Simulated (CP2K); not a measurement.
Aminoacetylene has these distinct C atoms: C1 (bonded to C and H) and C2 (bonded to C and N).

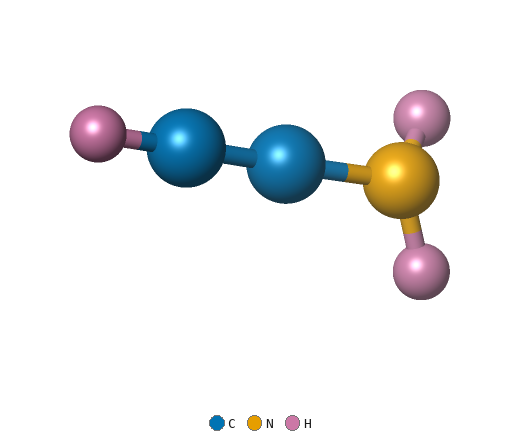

The molecule (carbon blue, nitrogen orange, hydrogen pink).

```xyz
6

C     1.4122    0.1150    0.3522
C     0.2240    0.0517    0.1097
N    -1.1149    0.0382   -0.0933
H     2.4593    0.1643    0.5576
H    -1.4226    0.5022   -0.9454
H    -1.5580   -0.8714    0.0193
```

Their partial C K spectra (CP2K XAS_TDP, all-electron GAPW, PBEh(45%), aug-cc-pVTZ, TDA, GW2X-corrected core level, no relativity) are given in random order, each times the number of alike atoms.

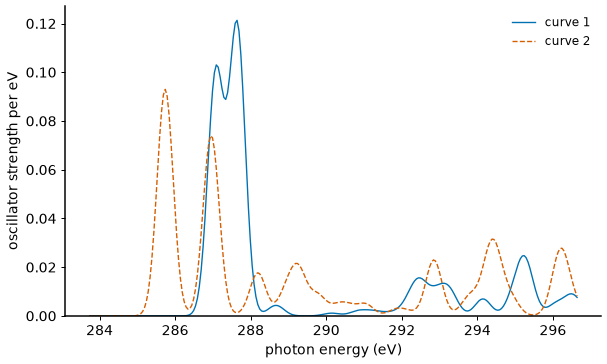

Gaussian full width 0.5 eV, oscillator strength per eV, alike atoms added, rows of zeros left out.

**Question.** Which curve belongs to which atom?

Curve 1: C2 (bonded to C and N), leading line at 287.08 eV (f = 0.053 an atom), ionisation energy 291.04 eV, term value 3.96 eV. Curve 2: C1 (bonded to C and H), leading line at 285.74 eV (f = 0.049 an atom), ionisation energy 289.67 eV, term value 3.93 eV. The leading line of an atom is its first one with 35 % of the strongest within 2.5 eV of its lowest line over the strength cut. A line lies at the core ionisation energy, which rises as an atom loses charge to its neighbours or to a π system, less the term value, which is large for a low π* or σ* orbital with weight on that atom.

[Banner, clock and machine lines of the logs are left out without a mark of their own.]

[Logs are printed without paths, hosts, clocks, repeated set-up lines and the standing remarks that a program may print on its own settings, such as how far it seeks lower states.]

[Hosts, paths, dates, database ids (printed as entryN), source tags and the programs' standing remarks are cut or masked in the printed files.]
